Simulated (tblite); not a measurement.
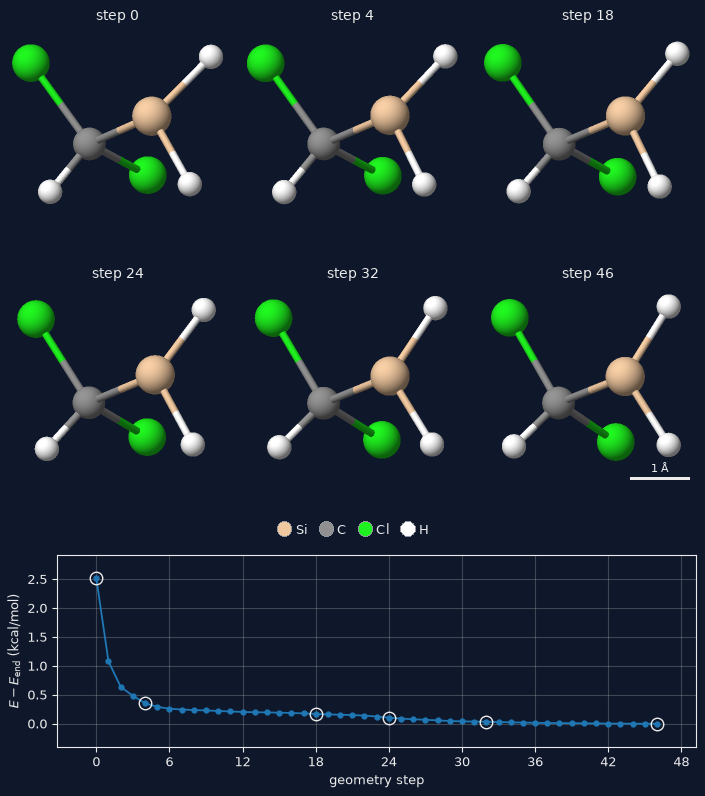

Frames of a relaxation of CH3Cl2Si (multiplicity 2), marked on the history of the run. Style: ball-and-stick. Shown from a free direction.

Level of theory: GFN2-xTB geometry optimisation, gas phase (tblite). 

> What happens along the run?

The largest move after the best rigid fit is that of an H atom, 0.27 Å. Largest moves by element: H 0.27 Å, Cl 0.17 Å, Si 0.10 Å, C 0.04 Å. Some distances before and after: C–Si 1.847 → 1.915 Å, C–Cl 1.765 → 1.802 Å, H–Si 1.479 → 1.452 Å, C–H 1.096 → 1.089 Å. Among the angles between lasting bonds that change: H–Si–H 109.8° → 117.9°, Si–C–H 111.5° → 116.1°, C–Si–H 113.8° → 109.7°. After 46 geometry steps the energy has fallen by 2.52 kcal/mol. The run took 0.18 s on 1 thread of Arm Neoverse V2, with other jobs on the host. From step 0 to 4: the Si atom moves most (0.08 Å), energy −2.16 kcal/mol. From step 4 to 18: an H atom moves most (0.07 Å), energy −0.19 kcal/mol. From step 18 to 24: an H atom moves most (0.07 Å), energy −0.06 kcal/mol. From step 24 to 32: an H atom moves most (0.08 Å), energy −0.07 kcal/mol. From step 32 to 46: an H atom moves most (0.07 Å), energy −0.03 kcal/mol.

```json
{"step": "0", "E − E(0), kcal/mol": "0.00"}
{"step": "1", "E − E(0), kcal/mol": "-1.44"}
{"step": "2", "E − E(0), kcal/mol": "-1.88"}
{"step": "3", "E − E(0), kcal/mol": "-2.04"}
{"step": "4", "E − E(0), kcal/mol": "-2.16"}
{"step": "5", "E − E(0), kcal/mol": "-2.23"}
{"step": "6", "E − E(0), kcal/mol": "-2.26"}
{"step": "7", "E − E(0), kcal/mol": "-2.27"}
{"step": "8", "E − E(0), kcal/mol": "-2.28"}
{"step": "9", "E − E(0), kcal/mol": "-2.29"}
{"step": "10", "E − E(0), kcal/mol": "-2.30"}
{"step": "12", "E − E(0), kcal/mol": "-2.32"}
{"step": "14", "E − E(0), kcal/mol": "-2.32"}
{"step": "16", "E − E(0), kcal/mol": "-2.33"}
{"step": "18", "E − E(0), kcal/mol": "-2.35"}
{"step": "19", "E − E(0), kcal/mol": "-2.36"}
{"step": "21", "E − E(0), kcal/mol": "-2.37"}
{"step": "23", "E − E(0), kcal/mol": "-2.40"}
{"step": "25", "E − E(0), kcal/mol": "-2.43"}
{"step": "27", "E − E(0), kcal/mol": "-2.45"}
{"step": "29", "E − E(0), kcal/mol": "-2.47"}
{"step": "31", "E − E(0), kcal/mol": "-2.48"}
{"step": "33", "E − E(0), kcal/mol": "-2.49"}
{"step": "35", "E − E(0), kcal/mol": "-2.50"}
{"step": "37", "E − E(0), kcal/mol": "-2.51"}
{"step": "38", "E − E(0), kcal/mol": "-2.51"}
{"step": "40", "E − E(0), kcal/mol": "-2.51"}
{"step": "42", "E − E(0), kcal/mol": "-2.52"}
{"step": "44", "E − E(0), kcal/mol": "-2.52"}
{"step": "46", "E − E(0), kcal/mol": "-2.52"}
```
